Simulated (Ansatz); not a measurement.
**Cl₃HOSi···SiH₄···H₂O: density, localisation and related maps**

Input

```
crystal:
  periodic: [false, false, false]
  atoms:
    - {symbol: Si, position_ang: [-1.584978, -1.339982, -1.027961]}
    - {symbol: Si, position_ang: [0.814608, 0.712354, 2.096055]}
    - {symbol: Cl, position_ang: [-2.569409, -2.645135, -2.220768]}
    - {symbol: Cl, position_ang: [-2.050862, -1.771982, 0.902127]}
    - {symbol: Cl, position_ang: [-2.258109, 0.556834, -1.413692]}
    - {symbol: H, position_ang: [2.030817, 1.146930, -1.685099]}
    - {symbol: O, position_ang: [-0.015423, -1.444934, -1.320423]}
    - {symbol: H, position_ang: [-0.343016, 1.238503, 1.329946]}
    - {symbol: O, position_ang: [1.259950, 0.940825, -1.150663]}
    - {symbol: H, position_ang: [0.414877, 0.548382, 3.517715]}
    - {symbol: H, position_ang: [1.238218, -0.597972, 1.548212]}
    - {symbol: H, position_ang: [1.938811, 1.680404, 2.018921]}
    - {symbol: H, position_ang: [0.526831, -0.632167, -1.239393]}
    - {symbol: H, position_ang: [0.597583, 1.607843, -1.355075]}
basis:
  gaussian: {orbitals: def2-TZVPP}
hamiltonian: {xc: pbe0, dispersion: d4}
output: {orbitals: {seedname: orbitals}}
```

Command:

```sh
ansatz run in.yaml --threads 4 --pin off --events-out ev --progress --plain --max-ram 66560MiB --backend cuda --devices 0, --max-vram 37GiB
```

The product side of a reaction path; geometry: PBE0-D4/def2-TZVP; a saddle point, not a minimum.

Computed with Ansatz, RKS PBE0-D4/def2-TZVPP.

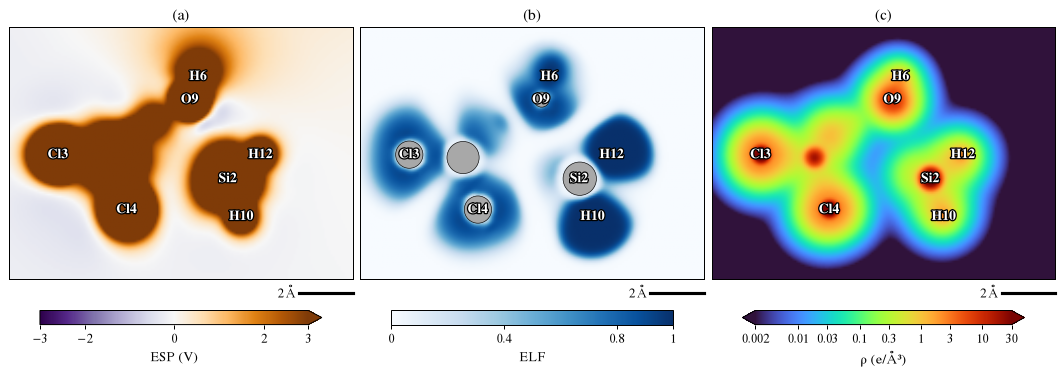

Figure 1. (a) molecular electrostatic potential; (b) electron localisation function; (c) electron density on the plane of atoms H10, Si2 and H12. Grey discs cover the atomic cores in the ELF map.

### Describe what can be read from this map.

The plane passes through Si, Cl, H and O nuclei. O–H (0.96 Å): the density is about 3.8 e/Å³ at the midpoint; the ELF climbs to about 1 towards the hydrogen, as it does in any bond to H; a covalent bond by its length. Si–H (1.49 Å): ρ at the midpoint is about 0.79 e/Å³; the ELF climbs to about 1 towards the hydrogen. The ELF also peaks beside Cl4 and Cl3, away from the bonds: lone-pair regions. Outside the dense part of the complex the potential is most negative (−0.6 V) near O9.

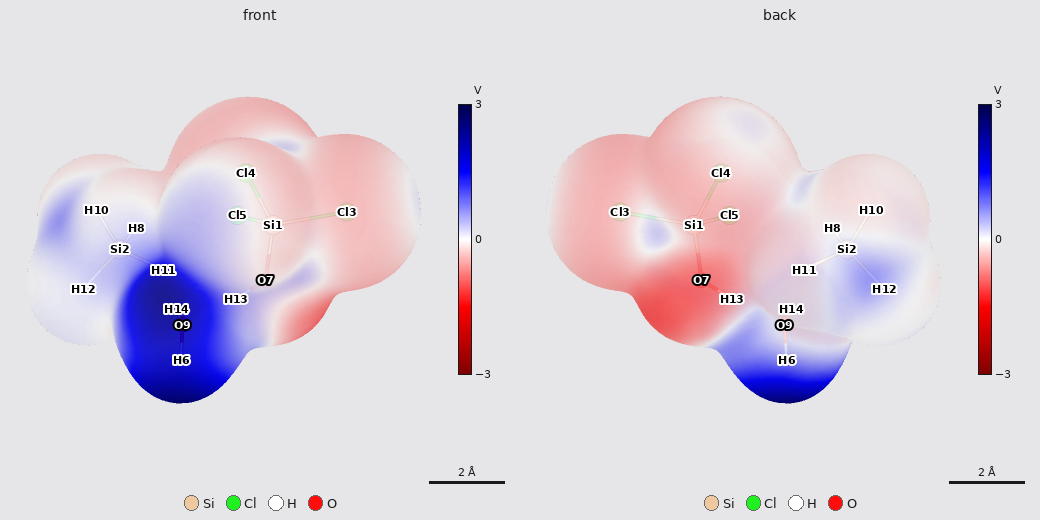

Figure 2. The molecular electrostatic potential painted on the density surface at 0.001 e/bohr³, seen from the front and from behind; the colour scale runs from red (negative) to blue (positive).

### Describe the electrostatic potential map.

The most negative region (about −1.0 V) lies over O7, the most positive (about +2.6 V) over H6. Cl5 shows a σ-hole: about +0.4 V at the tip opposite its bond, against about −0.1 V on its flanks. O7 is the likeliest acceptor of a hydrogen bond.

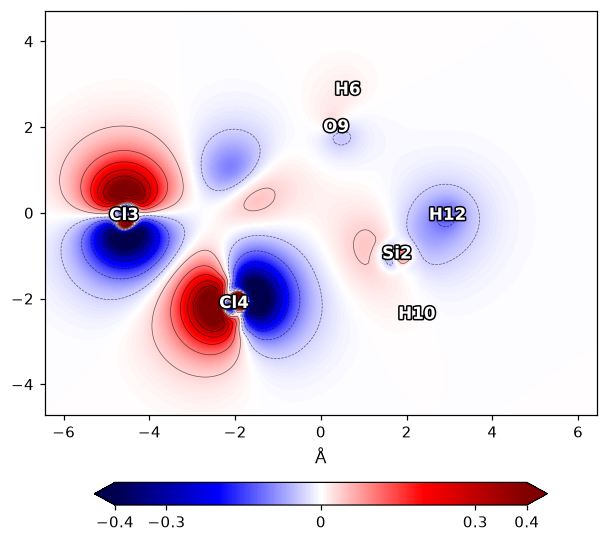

Figure 3. The HOMO on the plane of atoms H10, Si2 and H12 (values in Å⁻³ᐟ²; the overall sign is arbitrary).

### Where does this orbital lie, and at what energy?

By Hirshfeld shares it lies mainly on Cl4 (about 40 %), Cl3 (about 35 %), Cl5 (about 5 %) and O7 (about 5 %); largely a combination of lone pairs on Cl4, Cl3, Cl5 and O7. Its energy is −9.08 eV.
